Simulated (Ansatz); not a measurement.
**BPN (doublet): wB97X-V, wB97M-V over a scan of the distance B1–N2, cc-pVDZ**

Aim: run BPN (doublet) with these functionals over a scan of the distance B1–N2, and hold them against the top wave-function level at the same points.

Program: Ansatz 0.2.0, Gaussian basis. Level of theory: cc-pVDZ, all electrons in the functionals. These are calculated values, not measurements.

Plan: wB97X-V, wB97M-V, at 1.110 Å; 1.236 Å; 1.357 Å; 1.464 Å; 1.687 Å; 1.858 Å; 2.193 Å; 2.558 Å; 2.975 Å; 3.604 Å; 4.509 Å.

24 further runs of the same task are left out: 7 for a known fault of the program, 1 for a mislabelled method, 11 that didn't finish, 5 set aside as unsound or not needed.

## Step 1: What is computed

The geometry derives from a PBE0/def2-TZVP stationary point (not a proven minimum). One bond is set to the value named and the two fragments are kept rigid.

3 atoms, charge 0, spin multiplicity 2.

Atoms are counted from 1 here; the program's logs count them from 0.

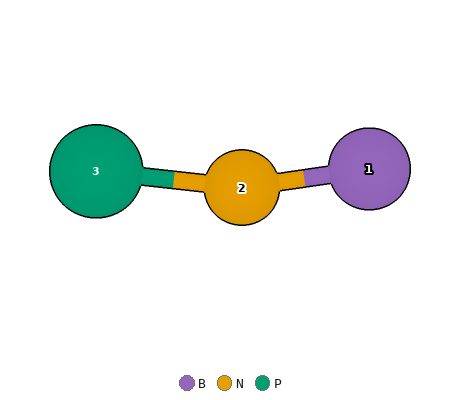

The geometry (boron purple, nitrogen amber, phosphorus teal); atoms are numbered from 1 in the order of the file.

No dispersion term is added; wB97X-V, wB97M-V hold VV10 nonlocal correlation.

The geometry shown and the zero of energy belong to the point 1.357 Å. The yardstick, RCCSDT(Q), and other wave-function levels (R restricted, U unrestricted, valence and pair active spaces) come from earlier runs.

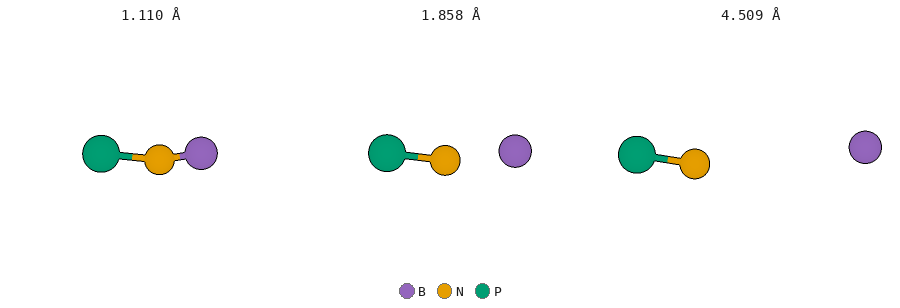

Three points of the scan; sticks are drawn by distance.

## Step 2: wB97X-V, 1.110 Å

in.yaml reads:

```yaml
crystal:
  periodic: [false, false, false]
  atoms:
    - {symbol: B, position_ang: [0.000000, -0.067150, 1.242636]}
    - {symbol: N, position_ang: [0.000000, 0.108226, 0.146578]}
    - {symbol: P, position_ang: [0.000000, -0.041076, -1.389214]}
basis:
  gaussian: {orbitals: cc-pVDZ}
magnetization: {spin_polarized: true, initial_magnetization: 1}
hamiltonian: {xc: {name: wB97X-V}}
```

On the command line:

```bash
ansatz run in.yaml --threads 1 --pin off --events-out ev --progress --plain --max-ram 2393MiB
```

Standard output:

```text
Functional definition: wB97X-V
  name "wB97X-V"
  cite "Mardirossian & Head-Gordon, Phys. Chem. Chem. Phys. 16, 9904 (2014) doi:10.1039/C3CP54374A"
  cite "Becke, J. Chem. Phys. 107, 8554 (1997) doi:10.1063/1.475007"
  cite "Vydrov & Van Voorhis, J. Chem. Phys. 133, 244103 (2010) doi:10.1063/1.3521275"
  parameter omega = 0.3/bohr
  parameter cx = 0.167
  parameter cx1 = 0.603
  parameter cx2 = 1.194
  parameter css0 = 0.556
  parameter css1 = -0.257
  parameter cos0 = 1.219
  parameter cos1 = -1.850
  parameter b = 6.0
  parameter c = 0.01
  exchange = spin_sum(e_x_unif_sr(omega)*poly(b97_u_x, 1 - cx, cx1, cx2)) + cx*exact_x_sr(omega) + exact_x_lr(omega)
  correlation = spin_sum(e_c_pw_same_spin*poly(b97_u_same, css0, css1))
      + integral(e_c_pw_opposite_spin*poly(b97_u_opposite, cos0, cos1)) + vv10(b, c)
461 factors; integrals over basis functions are off by at most 1.2e-3 eV
127 factors; integrals over basis functions are off by at most 1.1e-5 eV
mean field evaluation 1: about -11439.7858 eV, gradient 3.7e1 eV
mean field evaluation 2: about -11432.2832 eV, gradient 5.4e1 eV
mean field evaluation 4: about -11446.3286 eV, gradient 5.7e-1 eV
mean field evaluation 8: about -11446.3879 eV, gradient 1.2e-1 eV
mean field evaluation 16: about -11447.1475 eV, gradient 1.0e0 eV
mean field evaluation 32: about -11447.2129 eV, gradient 4.4e-2 eV
mean field evaluation 64: about -11447.0722 eV, gradient 2.4e-1 eV
mean field -11447.21320460 eV, -420.6773260692 hartree, gradient 3.4e-5 eV, S^2 1.754085; 9 other end points of the search recorded, 0 dependent functions left out
reference -11447.21320427 eV, -420.6773260573 hartree; 14, 13 occupied and 32, 33 virtual orbitals, 461 factors
Total energy: -11447.21320427 eV, -420.6773260573 hartree
```

It took 53 s on 1 thread of Arm Neoverse N1, shared host.

From the report: ⟨S²⟩ of the determinant 1.754 (pure doublet: 0.75). The determinant is far from a pure spin state, so its energy mixes those of several spin states (harmless only where they are near-degenerate, as at dissociation).

## Step 3: wB97X-V, 1.236 Å

in.yaml reads:

```yaml
crystal:
  periodic: [false, false, false]
  atoms:
    - {symbol: B, position_ang: [0.000000, -0.080422, 1.325581]}
    - {symbol: N, position_ang: [0.000000, 0.114862, 0.105106]}
    - {symbol: P, position_ang: [0.000000, -0.034440, -1.430686]}
basis:
  gaussian: {orbitals: cc-pVDZ}
magnetization: {spin_polarized: true, initial_magnetization: 1}
hamiltonian: {xc: {name: wB97X-V}}
```

The command is unchanged.

Standard output (excerpt; [...] marks lines left out):

```text
Functional definition: wB97X-V
  name "wB97X-V"
  cite "Mardirossian & Head-Gordon, Phys. Chem. Chem. Phys. 16, 9904 (2014) doi:10.1039/C3CP54374A"
  cite "Becke, J. Chem. Phys. 107, 8554 (1997) doi:10.1063/1.475007"
  cite "Vydrov & Van Voorhis, J. Chem. Phys. 133, 244103 (2010) doi:10.1063/1.3521275"
[...]
      + integral(e_c_pw_opposite_spin*poly(b97_u_opposite, cos0, cos1)) + vv10(b, c)
461 factors; integrals over basis functions are off by at most 1.2e-3 eV
127 factors; integrals over basis functions are off by at most 1.1e-5 eV
[...]
mean field -11448.57848397 eV, -420.7274991605 hartree, gradient 3.4e-6 eV, S^2 0.985669; 5 other end points of the search recorded, 0 dependent functions left out
reference -11448.57848322 eV, -420.7274991332 hartree; 14, 13 occupied and 32, 33 virtual orbitals, 461 factors
Total energy: -11448.57848322 eV, -420.7274991332 hartree
```

It took 42 s on 1 thread of Arm Neoverse N1, shared host.

From the report: ⟨S²⟩ of the determinant 0.986 (pure doublet: 0.75).

## Step 4: wB97X-V, 1.357 Å

in.yaml reads:

```yaml
crystal:
  periodic: [false, false, false]
  atoms:
    - {symbol: B, position_ang: [0.000000, -0.093128, 1.404990]}
    - {symbol: N, position_ang: [0.000000, 0.121215, 0.065401]}
    - {symbol: P, position_ang: [0.000000, -0.028087, -1.470391]}
basis:
  gaussian: {orbitals: cc-pVDZ}
magnetization: {spin_polarized: true, initial_magnetization: 1}
hamiltonian: {xc: {name: wB97X-V}}
```

Launched as before.

Standard output (excerpt; [...] marks lines left out):

```text
Functional definition: wB97X-V
  name "wB97X-V"
  cite "Mardirossian & Head-Gordon, Phys. Chem. Chem. Phys. 16, 9904 (2014) doi:10.1039/C3CP54374A"
  cite "Becke, J. Chem. Phys. 107, 8554 (1997) doi:10.1063/1.475007"
  cite "Vydrov & Van Voorhis, J. Chem. Phys. 133, 244103 (2010) doi:10.1063/1.3521275"
[...]
      + integral(e_c_pw_opposite_spin*poly(b97_u_opposite, cos0, cos1)) + vv10(b, c)
461 factors; integrals over basis functions are off by at most 1.0e-3 eV
127 factors; integrals over basis functions are off by at most 1.2e-5 eV
[...]
mean field -11449.20638913 eV, -420.7505742496 hartree, gradient 3.9e-6 eV, S^2 0.755609; 5 other end points of the search recorded, 0 dependent functions left out
reference -11449.20638812 eV, -420.7505742126 hartree; 14, 13 occupied and 32, 33 virtual orbitals, 461 factors
Total energy: -11449.20638812 eV, -420.7505742126 hartree
```

Wall time 93 s (1 thread of Arm Neoverse N1, shared host).

From the report: ⟨S²⟩ of the determinant 0.756 (pure doublet: 0.75).

## Step 5: wB97X-V, 1.464 Å

in.yaml reads:

```yaml
crystal:
  periodic: [false, false, false]
  atoms:
    - {symbol: B, position_ang: [0.000000, -0.104438, 1.475672]}
    - {symbol: N, position_ang: [0.000000, 0.126870, 0.030060]}
    - {symbol: P, position_ang: [0.000000, -0.022432, -1.505732]}
basis:
  gaussian: {orbitals: cc-pVDZ}
magnetization: {spin_polarized: true, initial_magnetization: 1}
hamiltonian: {xc: {name: wB97X-V}}
```

Launched as before.

Standard output (excerpt; [...] marks lines left out):

```text
Functional definition: wB97X-V
  name "wB97X-V"
  cite "Mardirossian & Head-Gordon, Phys. Chem. Chem. Phys. 16, 9904 (2014) doi:10.1039/C3CP54374A"
  cite "Becke, J. Chem. Phys. 107, 8554 (1997) doi:10.1063/1.475007"
  cite "Vydrov & Van Voorhis, J. Chem. Phys. 133, 244103 (2010) doi:10.1063/1.3521275"
[...]
      + integral(e_c_pw_opposite_spin*poly(b97_u_opposite, cos0, cos1)) + vv10(b, c)
461 factors; integrals over basis functions are off by at most 9.3e-4 eV
127 factors; integrals over basis functions are off by at most 1.2e-5 eV
[...]
mean field -11449.17156737 eV, -420.7492945735 hartree, gradient 3.1e-6 eV, S^2 0.756332; 3 other end points of the search recorded, 0 dependent functions left out
reference -11449.17156635 eV, -420.7492945361 hartree; 14, 13 occupied and 32, 33 virtual orbitals, 461 factors
Total energy: -11449.17156635 eV, -420.7492945361 hartree
```

Wall time 51 s (1 thread of Arm Neoverse N1, shared host).

From the report: ⟨S²⟩ of the determinant 0.756 (pure doublet: 0.75).

From 1.357 Å: +34.8 meV.

## Step 6: wB97X-V, 1.687 Å

in.yaml reads:

```yaml
crystal:
  periodic: [false, false, false]
  atoms:
    - {symbol: B, position_ang: [0.000000, -0.127926, 1.622471]}
    - {symbol: N, position_ang: [0.000000, 0.138614, -0.043340]}
    - {symbol: P, position_ang: [0.000000, -0.010688, -1.579132]}
basis:
  gaussian: {orbitals: cc-pVDZ}
magnetization: {spin_polarized: true, initial_magnetization: 1}
hamiltonian: {xc: {name: wB97X-V}}
```

The command is unchanged.

Standard output (excerpt; [...] marks lines left out):

```text
Functional definition: wB97X-V
  name "wB97X-V"
  cite "Mardirossian & Head-Gordon, Phys. Chem. Chem. Phys. 16, 9904 (2014) doi:10.1039/C3CP54374A"
  cite "Becke, J. Chem. Phys. 107, 8554 (1997) doi:10.1063/1.475007"
  cite "Vydrov & Van Voorhis, J. Chem. Phys. 133, 244103 (2010) doi:10.1063/1.3521275"
[...]
      + integral(e_c_pw_opposite_spin*poly(b97_u_opposite, cos0, cos1)) + vv10(b, c)
461 factors; integrals over basis functions are off by at most 9.3e-4 eV
127 factors; integrals over basis functions are off by at most 1.3e-5 eV
[...]
mean field -11448.34935405 eV, -420.7190787913 hartree, gradient 3.0e-6 eV, S^2 0.758938; 3 other end points of the search recorded, 0 dependent functions left out
reference -11448.34935304 eV, -420.7190787545 hartree; 14, 13 occupied and 32, 33 virtual orbitals, 461 factors
Total energy: -11448.34935304 eV, -420.7190787545 hartree
```

Run time: 32 s. Hardware: 1 thread of Arm Neoverse N1, shared host.

From the report: ⟨S²⟩ of the determinant 0.759 (pure doublet: 0.75).

From 1.357 Å: +857.0 meV.

## Step 7: wB97X-V, 1.858 Å

in.yaml reads:

```yaml
crystal:
  periodic: [false, false, false]
  atoms:
    - {symbol: B, position_ang: [0.000000, -0.145938, 1.735039]}
    - {symbol: N, position_ang: [0.000000, 0.147620, -0.099624]}
    - {symbol: P, position_ang: [0.000000, -0.001682, -1.635416]}
basis:
  gaussian: {orbitals: cc-pVDZ}
magnetization: {spin_polarized: true, initial_magnetization: 1}
hamiltonian: {xc: {name: wB97X-V}}
```

Launched as before.

Standard output (excerpt; [...] marks lines left out):

```text
Functional definition: wB97X-V
  name "wB97X-V"
  cite "Mardirossian & Head-Gordon, Phys. Chem. Chem. Phys. 16, 9904 (2014) doi:10.1039/C3CP54374A"
  cite "Becke, J. Chem. Phys. 107, 8554 (1997) doi:10.1063/1.475007"
  cite "Vydrov & Van Voorhis, J. Chem. Phys. 133, 244103 (2010) doi:10.1063/1.3521275"
[...]
      + integral(e_c_pw_opposite_spin*poly(b97_u_opposite, cos0, cos1)) + vv10(b, c)
461 factors; integrals over basis functions are off by at most 9.7e-4 eV
127 factors; integrals over basis functions are off by at most 1.3e-5 eV
[...]
mean field -11447.54782100 eV, -420.6896229952 hartree, gradient 5.0e-6 eV, S^2 0.764451; 2 other end points of the search recorded, 0 dependent functions left out
reference -11447.54782008 eV, -420.6896229613 hartree; 14, 13 occupied and 32, 33 virtual orbitals, 461 factors
Total energy: -11447.54782008 eV, -420.6896229613 hartree
```

Run time: 18 s. Hardware: 1 thread of Arm Neoverse N1, shared host.

From the report: ⟨S²⟩ of the determinant 0.764 (pure doublet: 0.75).

From 1.357 Å: +1658.6 meV.

## Step 8: wB97X-V, 2.193 Å

in.yaml reads:

```yaml
crystal:
  periodic: [false, false, false]
  atoms:
    - {symbol: B, position_ang: [0.000000, -0.181224, 1.955567]}
    - {symbol: N, position_ang: [0.000000, 0.165263, -0.209888]}
    - {symbol: P, position_ang: [0.000000, 0.015961, -1.745680]}
basis:
  gaussian: {orbitals: cc-pVDZ}
magnetization: {spin_polarized: true, initial_magnetization: 1}
hamiltonian: {xc: {name: wB97X-V}}
```

Same command.

Standard output (excerpt; [...] marks lines left out):

```text
Functional definition: wB97X-V
  name "wB97X-V"
  cite "Mardirossian & Head-Gordon, Phys. Chem. Chem. Phys. 16, 9904 (2014) doi:10.1039/C3CP54374A"
  cite "Becke, J. Chem. Phys. 107, 8554 (1997) doi:10.1063/1.475007"
  cite "Vydrov & Van Voorhis, J. Chem. Phys. 133, 244103 (2010) doi:10.1063/1.3521275"
[...]
      + integral(e_c_pw_opposite_spin*poly(b97_u_opposite, cos0, cos1)) + vv10(b, c)
463 factors; integrals over basis functions are off by at most 7.3e-4 eV
127 factors; integrals over basis functions are off by at most 1.1e-5 eV
[...]
mean field -11446.45826607 eV, -420.6495825900 hartree, gradient 9.9e-6 eV, S^2 0.778882; 5 other end points of the search recorded, 0 dependent functions left out
reference -11446.45826552 eV, -420.6495825697 hartree; 14, 13 occupied and 32, 33 virtual orbitals, 463 factors
Total energy: -11446.45826552 eV, -420.6495825697 hartree
```

Run time: 30 s. Hardware: 1 thread of Arm Neoverse N1, shared host.

From the report: ⟨S²⟩ of the determinant 0.779 (pure doublet: 0.75).

From 1.357 Å: +2748.1 meV.

## Step 9: wB97X-V, 2.558 Å

in.yaml reads:

```yaml
crystal:
  periodic: [false, false, false]
  atoms:
    - {symbol: B, position_ang: [0.000000, -0.219670, 2.195844]}
    - {symbol: N, position_ang: [0.000000, 0.184486, -0.330026]}
    - {symbol: P, position_ang: [0.000000, 0.035184, -1.865818]}
basis:
  gaussian: {orbitals: cc-pVDZ}
magnetization: {spin_polarized: true, initial_magnetization: 1}
hamiltonian: {xc: {name: wB97X-V}}
```

Launched as before.

Standard output (excerpt; [...] marks lines left out):

```text
Functional definition: wB97X-V
  name "wB97X-V"
  cite "Mardirossian & Head-Gordon, Phys. Chem. Chem. Phys. 16, 9904 (2014) doi:10.1039/C3CP54374A"
  cite "Becke, J. Chem. Phys. 107, 8554 (1997) doi:10.1063/1.475007"
  cite "Vydrov & Van Voorhis, J. Chem. Phys. 133, 244103 (2010) doi:10.1063/1.3521275"
[...]
      + integral(e_c_pw_opposite_spin*poly(b97_u_opposite, cos0, cos1)) + vv10(b, c)
463 factors; integrals over basis functions are off by at most 7.3e-4 eV
127 factors; integrals over basis functions are off by at most 1.3e-5 eV
[...]
mean field -11446.23939625 eV, -420.6415392726 hartree, gradient 1.2e-6 eV, S^2 0.754348; 5 other end points of the search recorded, 0 dependent functions left out
reference -11446.23939576 eV, -420.6415392546 hartree; 14, 13 occupied and 32, 33 virtual orbitals, 463 factors
Total energy: -11446.23939576 eV, -420.6415392546 hartree
```

Run time: 2.2 min. Hardware: 1 thread of Arm Neoverse N1, shared host.

From the report: ⟨S²⟩ of the determinant 0.754 (pure doublet: 0.75).

From 1.357 Å: +2967.0 meV.

## Step 10: wB97X-V, 2.975 Å

in.yaml reads:

```yaml
crystal:
  periodic: [false, false, false]
  atoms:
    - {symbol: B, position_ang: [0.000000, -0.263593, 2.470353]}
    - {symbol: N, position_ang: [0.000000, 0.206447, -0.467280]}
    - {symbol: P, position_ang: [0.000000, 0.057145, -2.003072]}
basis:
  gaussian: {orbitals: cc-pVDZ}
magnetization: {spin_polarized: true, initial_magnetization: 1}
hamiltonian: {xc: {name: wB97X-V}}
```

Launched as before.

Standard output (excerpt; [...] marks lines left out):

```text
Functional definition: wB97X-V
  name "wB97X-V"
  cite "Mardirossian & Head-Gordon, Phys. Chem. Chem. Phys. 16, 9904 (2014) doi:10.1039/C3CP54374A"
  cite "Becke, J. Chem. Phys. 107, 8554 (1997) doi:10.1063/1.475007"
  cite "Vydrov & Van Voorhis, J. Chem. Phys. 133, 244103 (2010) doi:10.1063/1.3521275"
[...]
      + integral(e_c_pw_opposite_spin*poly(b97_u_opposite, cos0, cos1)) + vv10(b, c)
463 factors; integrals over basis functions are off by at most 7.3e-4 eV
127 factors; integrals over basis functions are off by at most 1.4e-5 eV
[...]
mean field -11446.16524233 eV, -420.6388141662 hartree, gradient 8.2e-6 eV, S^2 0.752606; 5 other end points of the search recorded, 0 dependent functions left out
reference -11446.16524187 eV, -420.6388141492 hartree; 14, 13 occupied and 32, 33 virtual orbitals, 463 factors
Total energy: -11446.16524187 eV, -420.6388141492 hartree
```

Run time: 68 s. Hardware: 1 thread of Arm Neoverse N1, shared host.

From the report: ⟨S²⟩ of the determinant 0.753 (pure doublet: 0.75).

From 1.357 Å: +3041.1 meV.

## Step 11: wB97X-V, 3.604 Å

in.yaml reads:

```yaml
crystal:
  periodic: [false, false, false]
  atoms:
    - {symbol: B, position_ang: [0.000000, -0.329846, 2.884419]}
    - {symbol: N, position_ang: [0.000000, 0.239574, -0.674313]}
    - {symbol: P, position_ang: [0.000000, 0.090272, -2.210105]}
basis:
  gaussian: {orbitals: cc-pVDZ}
magnetization: {spin_polarized: true, initial_magnetization: 1}
hamiltonian: {xc: {name: wB97X-V}}
```

Launched as before.

Standard output (excerpt; [...] marks lines left out):

```text
Functional definition: wB97X-V
  name "wB97X-V"
  cite "Mardirossian & Head-Gordon, Phys. Chem. Chem. Phys. 16, 9904 (2014) doi:10.1039/C3CP54374A"
  cite "Becke, J. Chem. Phys. 107, 8554 (1997) doi:10.1063/1.475007"
  cite "Vydrov & Van Voorhis, J. Chem. Phys. 133, 244103 (2010) doi:10.1063/1.3521275"
[...]
      + integral(e_c_pw_opposite_spin*poly(b97_u_opposite, cos0, cos1)) + vv10(b, c)
463 factors; integrals over basis functions are off by at most 7.3e-4 eV
128 factors; integrals over basis functions are off by at most 1.2e-5 eV
[...]
mean field -11446.08719649 eV, -420.6359460346 hartree, gradient 9.4e-6 eV, S^2 0.752448; 5 other end points of the search recorded, 0 dependent functions left out
reference -11446.08719601 eV, -420.6359460169 hartree; 14, 13 occupied and 32, 33 virtual orbitals, 463 factors
Total energy: -11446.08719601 eV, -420.6359460169 hartree
```

Run time: 69 s. Hardware: 1 thread of Arm Neoverse N1, shared host.

From the report: ⟨S²⟩ of the determinant 0.752 (pure doublet: 0.75).

From 1.357 Å: +3119.2 meV.

## Step 12: wB97X-V, 4.509 Å

in.yaml reads:

```yaml
crystal:
  periodic: [false, false, false]
  atoms:
    - {symbol: B, position_ang: [0.000000, -0.425171, 3.480174]}
    - {symbol: N, position_ang: [0.000000, 0.287237, -0.972191]}
    - {symbol: P, position_ang: [0.000000, 0.137935, -2.507983]}
basis:
  gaussian: {orbitals: cc-pVDZ}
magnetization: {spin_polarized: true, initial_magnetization: 1}
hamiltonian: {xc: {name: wB97X-V}}
```

The command is unchanged.

Standard output (excerpt; [...] marks lines left out):

```text
Functional definition: wB97X-V
  name "wB97X-V"
  cite "Mardirossian & Head-Gordon, Phys. Chem. Chem. Phys. 16, 9904 (2014) doi:10.1039/C3CP54374A"
  cite "Becke, J. Chem. Phys. 107, 8554 (1997) doi:10.1063/1.475007"
  cite "Vydrov & Van Voorhis, J. Chem. Phys. 133, 244103 (2010) doi:10.1063/1.3521275"
[...]
      + integral(e_c_pw_opposite_spin*poly(b97_u_opposite, cos0, cos1)) + vv10(b, c)
463 factors; integrals over basis functions are off by at most 7.3e-4 eV
128 factors; integrals over basis functions are off by at most 1.4e-5 eV
[...]
mean field -11446.02952934 eV, -420.6338268056 hartree, gradient 5.1e-6 eV, S^2 0.752417; 6 other end points of the search recorded, 0 dependent functions left out
reference -11446.02952888 eV, -420.6338267888 hartree; 14, 13 occupied and 32, 33 virtual orbitals, 463 factors
Total energy: -11446.02952888 eV, -420.6338267888 hartree
```

It took 2.4 min on 1 thread of Arm Neoverse N1, shared host.

From the report: ⟨S²⟩ of the determinant 0.752 (pure doublet: 0.75).

From 1.357 Å: +3176.9 meV.

## Step 13: wB97M-V, 1.110 Å

in.yaml reads:

```yaml
crystal:
  periodic: [false, false, false]
  atoms:
    - {symbol: B, position_ang: [0.000000, -0.067150, 1.242636]}
    - {symbol: N, position_ang: [0.000000, 0.108226, 0.146578]}
    - {symbol: P, position_ang: [0.000000, -0.041076, -1.389214]}
basis:
  gaussian: {orbitals: cc-pVDZ}
magnetization: {spin_polarized: true, initial_magnetization: 1}
hamiltonian: {xc: {name: wB97M-V}}
output: {orbitals: {seedname: orbitals}}
```

The command is unchanged.

Standard output (excerpt; [...] marks lines left out):

```text
Functional definition: wB97M-V
  name "wB97M-V"
  cite "Mardirossian & Head-Gordon, J. Chem. Phys. 144, 214110 (2016) doi:10.1063/1.4952647"
  cite "Becke, J. Chem. Phys. 107, 8554 (1997) doi:10.1063/1.475007"
  cite "Vydrov & Van Voorhis, J. Chem. Phys. 133, 244103 (2010) doi:10.1063/1.3521275"
  # Of w^i u^j: cxij and so on, Table III.
[...]
  gx(w, u) = 1 - cx + cx01*u + cx10*w
  gss(w, u) = css00 + css04*u^4 + css10*w + css20*w^2 + css43*w^4*u^3
  gos(w, u) = cos00 + cos10*w + (cos20 + cos21*u)*w^2 + (cos60 + cos61*u)*w^6
[...]
      + integral(e_c_pw_mod_opposite_spin*gos(b97_w_opposite, b97_u_opposite)) + vv10(b, c)
461 factors; integrals over basis functions are off by at most 1.2e-3 eV
127 factors; integrals over basis functions are off by at most 1.1e-5 eV
[...]
mean field -11448.38989199 eV, -420.7205685333 hartree, gradient 1.0e-5 eV, S^2 1.749455; 9 other end points of the search recorded, 0 dependent functions left out
reference -11448.38992254 eV, -420.7205696561 hartree; 14, 13 occupied and 32, 33 virtual orbitals, 461 factors
Total energy: -11448.38992254 eV, -420.7205696561 hartree
```

Run time: 59 s. Hardware: 1 thread of Arm Neoverse N1, shared host.

From the report: ⟨S²⟩ of the determinant 1.749 (pure doublet: 0.75). The determinant is far from a pure spin state, so its energy mixes those of several spin states (harmless only where they are near-degenerate, as at dissociation).

(Part 1 of 2 ends here.)
